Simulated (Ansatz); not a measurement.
# BaAlPb (built on the sites of a database entry of BaAlGe): relaxing the cell for a phonon run

Aim: bring BaAlPb (built on the sites of a database entry of BaAlGe) to small forces and stress, as phonons need.

Calculated with Ansatz 0.2.0; DFT LDA, scalar-relativistic, plane waves, PAW.

The structure was built from a prototype and need not be the compound's stable phase.

## 1. The structure

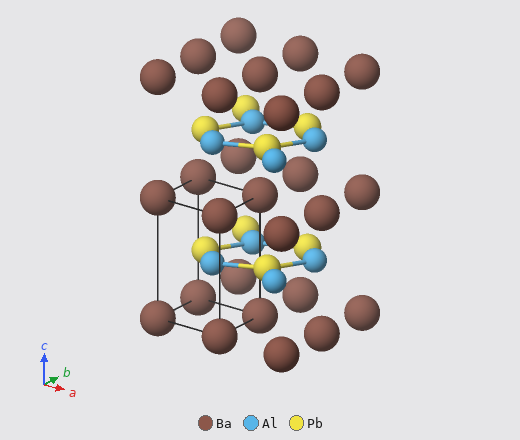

The starting structure, seen slightly off an axis (barium brown, aluminium blue, lead yellow). 2×2×2 cells are drawn. Some periodic images of atoms are drawn too.

As a file:

```cif
data_structure
_symmetry_space_group_name_H-M 'P-6m2'
_symmetry_Int_Tables_number 187
_cell_length_a 4.4679
_cell_length_b 4.4679
_cell_length_c 5.3662
_cell_angle_alpha 90.000
_cell_angle_beta 90.000
_cell_angle_gamma 120.000
_cell_volume 92.77
loop_
_atom_site_label
_atom_site_type_symbol
_atom_site_symmetry_multiplicity
_atom_site_Wyckoff_symbol
_atom_site_fract_x
_atom_site_fract_y
_atom_site_fract_z
_atom_site_occupancy
Ba1 Ba 1 a 0.00000 0.00000 0.00000 1
Al1 Al 1 f 0.66667 0.33333 0.50000 1
Pb1 Pb 1 d 0.33333 0.66667 0.50000 1
```

## 2. A coarse first look

First a cheap look: the gap decides the mesh and the occupations, the pressure tells how far the cell has to move.

Contents of input.yaml:

```yaml
crystal:
  lattice:
    - [4.46791, 0.0, 0.0]
    - [-2.23395, 3.86932, 0.0]
    - [0.0, 0.0, 5.36624]
  atoms:
    - { symbol: Ba, position: [0.0, 0.0, 0.0] }
    - { symbol: Al, position: [0.66666667, 0.33333333, 0.5] }
    - { symbol: Pb, position: [0.33333333, 0.66666667, 0.5] }
kpoints:
  mp_grid: { grid: [6, 6, 4] }
hamiltonian:
  xc: lda
scf:
  occupations: { method: gaussian, width: 0.1 }
output:
  forces: true
  stress: true
  eigenvalues: true
```

Command:

```bash
$ ansatz run input.yaml --threads 8 --pin off --max-ram 14336MiB --backend cpu --events-out ev --progress --plain --runs-dir out
```

Numbers of over 12 decimals in the logs are rounded to 6 here.

The log of the run:

```text
Engine: ansatz 0.2.0, aarch64-unknown-linux-gnu
Pseudopotentials: kind: paw
Pseudopotential: Ba, paw, valence charge 10, recommended cutoff 420 eV (normal), Ba.paw.azcp
Pseudopotential: Al, paw, valence charge 3, recommended cutoff 420 eV (normal), Al.paw.azcp
Pseudopotential: Pb, paw, valence charge 14, recommended cutoff 420 eV (normal), Pb.paw.azcp
Functional definition: SPW92
  exchange = slater_x
[...]
--- Band table (eV; the first three rows and the last of 21) ---
  k-point 0: bands = [... 10 lower, 7.2071, 7.9727, 7.9727, 8.0965, 9.0122, 11.6865, 11.6865, 12.1883]
  k-point 1: bands = [... 10 lower, 5.9191, 8.1145, 8.1145, 8.8498, 9.6795, 10.7808, 10.7808, 11.5052]
  k-point 2: bands = [... 10 lower, 5.1677, 8.2850, 8.2850, 9.0825, 10.4307, 10.4307, 10.6040, 10.8822]
  k-point 20: bands = [... 10 lower, 3.0427, 5.7085, 7.7396, 8.3879, 11.3639, 11.7967, 12.7000, 12.9546]
[key lines of the parts left out:]
SCF converged after 7 iterations
Free energy (F): -17895.777172 eV
Fermi energy:    8.683759 eV
P = ⅓ Tr σ = 2.1346 GPa (21.346 kbar)
```

Wall time 0.74 s (8 threads of Arm Neoverse V2, shared host); peak memory 0.38 GiB; 4.2 s of CPU time.

This step gave:

| Quantity | Value |
| --- | --- |
| pressure | 2.135 GPa |
| volume per atom | 30.92 Å³ |
| gap on the k-mesh | 0 eV |

The coarse mesh shows no gap and a pressure of 2.1 GPa.

## 3. Bringing the structure to rest

The cell and atoms are relaxed, since residual forces and stress would shift the frequencies.

input.yaml, the sections that differ from step 2:

```yaml
kpoints:
  mp_grid: { grid: [12, 12, 8] }
output:
  forces: true
  stress: true
  eigenvalues: true
  write_density: true
  write_potential: true
  elf: true
  volumetric_format: npy
relax:
  adjacent_minimum: "off"
  f_tol: 0.005
  max_steps: 80
  cell: { stress_tol: 0.05 }
# crystal, hamiltonian, scf: as in step 2
```

The log of the run:

```text
[...]
Crystal: 3 atoms, lattice volume = 92.770 Å³
Basis set: ecut = 420 eV, 1847 PW (Γ)
Bands: 18, of which v1, the nominal top of the filled ones, is band 14 counted from 1 (13 counted from 0)
Symmetry: 12 space group operations
[...]
k-points: 95 of 1152 (time reversal used)
[...]
SCF iter   1: F=—  HF=-17895.788948 eV  |F-HF|=—  |Δ(HF+E_count)|=         —  Δρ=4.03e-3  dr2=2.05e-2  ethr=1.77e-3  ⟨swp⟩=8.1  Hψ=11548  notcnv=0
[...]
SCF iter   7: F=-17895.782323 eV  HF=-17895.782323 eV  |F-HF|=2.62e-8  |Δ(HF+E_count)|=   5.22e-8  Δρ=6.20e-6  dr2=5.08e-8  ethr=3.70e-10  ⟨swp⟩=11.7  Hψ=14907  notcnv=0
SCF 1 converged in 7 iterations: F = -17895.782323 eV  dr2 = 5.08e-8
[...]
relax step   1: F+E_penalty+E_count = -17895.78232311 eV  Δ(F+E_penalty+E_count) = +0.000e0 eV  max|allowed force component| = 1.619e-16 eV/Å  Δτ_max = 0.0000 Å  P = +2.214 GPa  Ω = 92.770 Å³  (7 SCF iters, dr2 threshold 1.00e-7 eV, accepted)
Crystal: 3 atoms, lattice volume = 95.551 Å³
Basis set: ecut = 420 eV, 1871 PW (Γ)
[...]
iter 1 solved again at ethr=5.13e-5 eV; its pass at ethr=3.10e-3 eV (dr2=1.39e-2 eV) is discarded
[...]
SCF iter   7: F=-17895.938802 eV  HF=-17895.938802 eV  |F-HF|=8.97e-9  |Δ(HF+E_count)|=   6.17e-8  Δρ=3.48e-6  dr2=1.90e-8  ethr=1.11e-9  ⟨swp⟩=13.5  Hψ=18101  notcnv=0
SCF 2 converged in 7 iterations: F = -17895.938802 eV  dr2 = 1.90e-8
relax step   2: F+E_penalty+E_count = -17895.93880239 eV  Δ(F+E_penalty+E_count) = -1.565e-1 eV  max|allowed force component| = 2.968e-17 eV/Å  Δτ_max = 0.0000 Å  P = -0.284 GPa  Ω = 95.551 Å³  energy of the carried Pulay correction = -2.779e-4 eV  (7 SCF iters, dr2 threshold 3.00e-7 eV, accepted)
Crystal: 3 atoms, lattice volume = 94.222 Å³
Basis set: ecut = 420 eV, 1883 PW (Γ)
[...]
SCF iter   5: F=-17895.948262 eV  HF=-17895.948262 eV  |F-HF|=2.63e-8  |Δ(HF+E_count)|=   8.84e-7  Δρ=7.74e-6  dr2=7.60e-8  ethr=1.11e-9  ⟨swp⟩=14.1  Hψ=20579  notcnv=0
SCF 3 converged in 5 iterations: F = -17895.948262 eV  dr2 = 7.60e-8
relax step   3: F+E_penalty+E_count = -17895.94826213 eV  Δ(F+E_penalty+E_count) = -9.460e-3 eV  max|allowed force component| = 7.363e-17 eV/Å  Δτ_max = 0.0000 Å  P = +0.018 GPa  Ω = 94.222 Å³  energy of the carried Pulay correction = -1.321e-4 eV  (5 SCF iters, dr2 threshold 3.00e-7 eV, accepted)
[...]
relax step   4: F+E_penalty+E_count = -17895.94844398 eV  Δ(F+E_penalty+E_count) = -1.818e-4 eV  max|allowed force component| = 1.550e-16 eV/Å  Δτ_max = 0.0000 Å  P = +0.019 GPa  Ω = 94.136 Å³  energy of the carried Pulay correction = -1.220e-4 eV  (5 SCF iters, dr2 threshold 3.18e-8 eV, accepted)
[...]
SCF iter   5: F=-17895.949136 eV  HF=-17895.949136 eV  |F-HF|=3.64e-12  |Δ(HF+E_count)|=  2.91e-11  Δρ=6.22e-8  dr2=7.22e-12  ethr=1.00e-12  ⟨swp⟩=7.3  Hψ=10085  notcnv=0
SCF 5 converged in 5 iterations: F = -17895.949136 eV  dr2 = 7.22e-12
relax step   5: F+E_penalty+E_count = -17895.94913610 eV  Δ(F+E_penalty+E_count) = -6.921e-4 eV  max|allowed force component| = 1.646e-16 eV/Å  Δτ_max = 0.0000 Å  P = +0.026 GPa  Ω = 94.136 Å³  stress off target by 3.78e-2 GPa  SCF on the basis re-selected at this cell (its energy is not comparable with the rows above)  (5 SCF iters)
basis re-selected at this cell: Δ(F+E_penalty+E_count) = -6.921e-4 eV, ΔP = +0.007 GPa vs the last step (what re-selecting the basis moved, of the pressure what is left beyond the Pulay correction that the steps carried, after the strain that the cell walked since its last selection, with what the two solves' SCF thresholds leave and, on support functions, any second-order correction that the steps lacked; it is no measure of the basis error at this ecutwfc). The dense FFT grid was sized anew with the basis: this SCF ran on 32×32×36 points, the steps before it on 30×30×36, so part of this shift can come from that change (see relax.cell in the input reference). [rest of the remark cut]
SCF converged after 5 iterations
Free energy (F): -17895.949136 eV
[...]
Internal energy: -17895.941477 eV  (E = F + TS)
E sigma→0 (E₀):  -17895.945306 eV
Entropy (-TS):   -0.007660 eV (-2.553 meV/atom)
Fermi energy:    8.521960 eV
[...]
--- Stress (GPa, compression-positive) ---
        0.037849      -0.000000       0.000000
       -0.000000       0.037849       0.000000
        0.000000       0.000000       0.001945
  P = ⅓ Tr σ = 0.0259 GPa (0.259 kbar)
--- Band table (eV; the first three rows and the last of 95) ---
  k-point 0: bands = [... 10 lower, 7.3617, 7.3617, 7.3749, 7.6004, 8.7062, 11.1679, 11.1679, 11.8901]
  k-point 1: bands = [... 10 lower, 6.8344, 7.4154, 7.4154, 7.6385, 9.2022, 10.6364, 10.6364, 12.0620]
  k-point 2: bands = [... 10 lower, 6.0051, 7.5576, 7.5576, 7.7673, 10.0157, 10.0645, 10.0645, 11.4123]
  k-point 94: bands = [... 10 lower, 2.8914, 5.8556, 7.4531, 8.0647, 11.1152, 11.4877, 12.1682, 12.7925]
--- Relaxed structure (4 steps of the walk, 4 accepted, 1 SCFs on fresh bases) ---
  F+E_penalty+E_count = -17895.94913610 eV   max|allowed force component| = 1.646e-16 eV/Å   (the final SCF, on the basis selected at the relaxed cell)
  cell:  # Å, volume = 94.1358 Å³
    - [4.675858, -3.02110944496548e-6, 0.0]
    - [-2.337926, 4.049413, 0.0]
    - [0.0, 0.0, 4.971663]
  atoms:
    - { symbol: Ba, position: [0, 0, 0.0] }
    - { symbol: Al, position: [0.666667, 0.333333, 0.5] }
    - { symbol: Pb, position: [0.333333, 0.666667, 0.5] }
```

The job ended after 14 s (8 threads; peak memory 0.54 GiB; 1.8 min of CPU time).

Relaxation path:

| step | energy less that of the first step (eV) | largest force component (eV/Å) | pressure (GPa) | volume (Å³) |
| --- | --- | --- | --- | --- |
| 1 | 0.0000 | 0.0000 | 2.21 | 92.77 |
| 2 | -0.1565 | 0.0000 | -0.28 | 95.55 |
| 3 | -0.1659 | 0.0000 | 0.02 | 94.22 |
| 4 | -0.1661 | 0.0000 | 0.02 | 94.14 |
| 5* | -0.1668 | 0.0000 | 0.03 | 94.14 |

Relaxation steps marked * repeat the geometry before them on a plane-wave basis chosen anew for their cell, so energy and pressure can jump there.

Forces are held to the 12 operations that the run works with; a distortion that breaks them can't arise in this run.

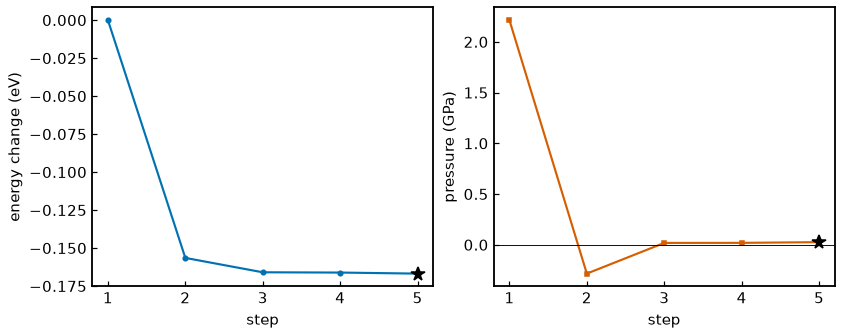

Energy and pressure along the relaxation. Stars mark steps on a basis chosen anew.

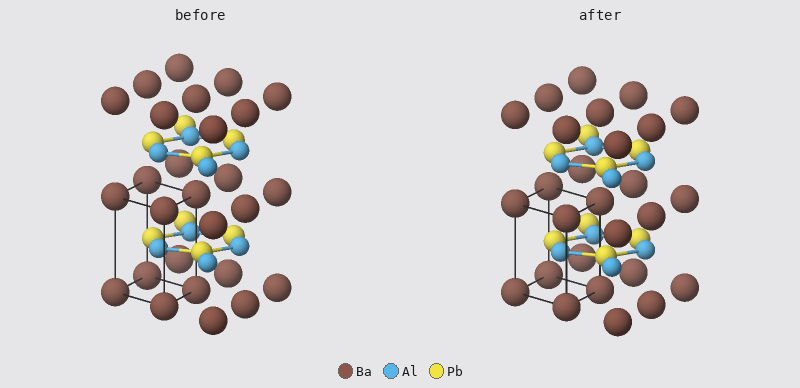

Before and after, at one scale.

| conventional cell, symmetrised | before | after | change |
| --- | --- | --- | --- |
| a (Å) | 4.468 | 4.676 | +4.7 % |
| b (Å) | 4.468 | 4.676 | +4.7 % |
| c (Å) | 5.366 | 4.972 | -7.4 % |
| volume (Å³/atom) | 30.92 | 31.38 | +1.5 % |

The relaxed structure:

```xyz
3
Lattice="4.6759 0.0000 0.0000 -2.3379 4.0494 0.0000 0.0000 0.0000 4.9717" Properties=species:S:1:pos:R:3 pbc="T T T"
Ba    0.0000    0.0000    0.0000
Al    2.3379    1.3498    2.4858
Pb    0.0000    2.6996    2.4858
```

This step gave:

```yaml
pressure: 0.02588 GPa
volume_per_atom: 31.38 Å³
```

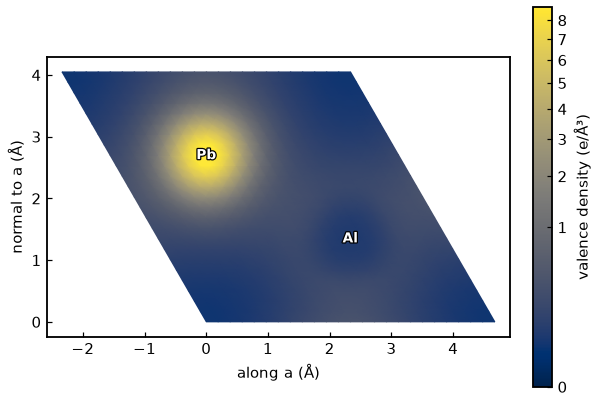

Valence density in the ab plane at fractional z = 0.500, with atoms of Al and Pb within 0.2 Å of it. It is the smooth field of the valence electrons, not physical close to the nuclei. The colour scale is stretched toward low values.

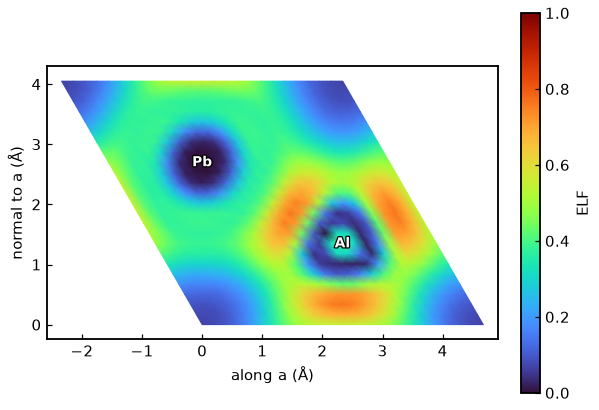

ELF in the ab plane at fractional z = 0.500, with atoms of Al and Pb within 0.2 Å of it. It is the smooth field of the valence electrons, not physical close to the nuclei.

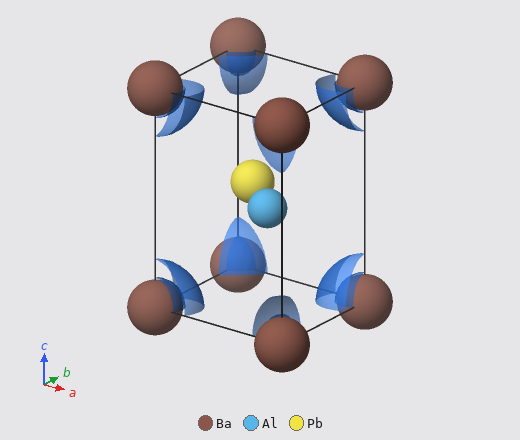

Surface of ELF = 0.8.

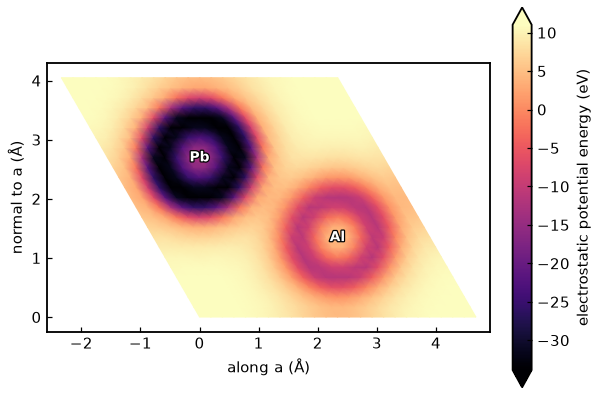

Electrostatic potential energy in the ab plane at fractional z = 0.500, with atoms of Al and Pb within 0.2 Å of it. With pseudopotentials it is smooth inside the atoms' cores, unlike the true potential.

In this step the volume went from 30.92 to 31.38 Å³/atom.

## 4. Relaxing to small forces for the phonons

Phonons need a cell at rest on their own settings, so the relaxation is repeated with tight tolerances on forces and stress, using the mesh and the filling of the phonon run that follows.

Contents of input.yaml:

```yaml
crystal:
  lattice:
    - [4.6758578311, -3.0211e-06, 0.0]
    - [-2.3379262992, 4.0494131768, 0.0]
    - [0.0, 0.0, 4.9716626409]
  atoms:
    - { symbol: Ba, position: [0.0, 0.0, 0.0] }
    - { symbol: Al, position: [0.6666666667, 0.3333333333, 0.5] }
    - { symbol: Pb, position: [0.3333333333, 0.6666666667, 0.5] }
kpoints:
  mp_grid: { grid: [12, 12, 8] }
hamiltonian:
  xc: lda
scf:
  occupations: { method: methfessel_paxton, width: 0.2 }
output:
  forces: true
  stress: true
  eigenvalues: true
relax:
  adjacent_minimum: "off"
  f_tol: 0.001
  max_steps: 60
  cell: { stress_tol: 0.01 }
```

The log of the run:

```text
[...]
Crystal: 3 atoms, lattice volume = 94.136 Å³
Basis set: ecut = 420 eV, 1883 PW (Γ)
Bands: 18, of which v1, the nominal top of the filled ones, is band 14 counted from 1 (13 counted from 0)
[... 1 set-up line as in the run before ...]
[...]
k-points: 95 of 1152 (time reversal used)
[...]
k-point 94: bands = [... 10 lower, 2.8871, 5.8497, 7.4491, 8.0619, 11.1080, 11.4822, 12.1605, 12.7866]
--- Relaxed structure (2 steps of the walk, 2 accepted, 1 SCFs on fresh bases) ---
[...]
cell:  # Å, volume = 94.1747 Å³
    - [4.676665, -3.0216215973398537e-6, 0]
    - [-2.338330, 4.050112, 0]
    - [0, 0, 4.972000]
  atoms:
    - { symbol: Ba, position: [0, 0, 0] }
    - { symbol: Al, position: [0.666667, 0.333333, 0.5] }
    - { symbol: Pb, position: [0.333333, 0.666667, 0.5] }
[key lines of the parts left out:]
SCF converged after 7 iterations
Free energy (F): -17895.944426 eV
Fermi energy:    8.514847 eV
P = ⅓ Tr σ = 0.0001 GPa (0.001 kbar)
```

Elapsed: 6.7 s, on 8 threads; peak memory 0.54 GiB.

Little changed from the start: no atom moved by 0.005 Å and no cell edge by 0.1 %.

This step gave:

```
pressure        : 1.13e-4 GPa
volume per atom : 31.39 Å³
```

The forces vanish by symmetry and the pressure is 0.000 GPa, within the tolerances set. The cell now holds 31.39 Å³/atom.

## 5. Results

```
space group after relaxation (within 0.01 Å) : P-6m2
lattice constant a                           : 4.677 Å
lattice constant b                           : 4.677 Å
lattice constant c                           : 4.972 Å
volume per atom                              : 31.4 Å³
```

The forces vanish by symmetry and the pressure is 0.000 GPa, within the tolerances set. The cell now holds 31.39 Å³/atom. The relaxation keeps the symmetry of its start, so it says nothing on stability against lower symmetry. The runs are without spin polarisation, although the cell has an odd electron count. Spin-orbit coupling is left out, which can matter for the heavy elements here. The starting cell was built on a prototype and not taken from a measurement, so the phase need not exist.

[Logs are printed without paths, hosts, clocks, repeated set-up lines and the standing remarks that a program may print on its own settings, such as how far it seeks lower states.]

[Hosts, paths, dates, database ids (printed as entryN), source tags and the programs' standing remarks are cut or masked in the printed files.]
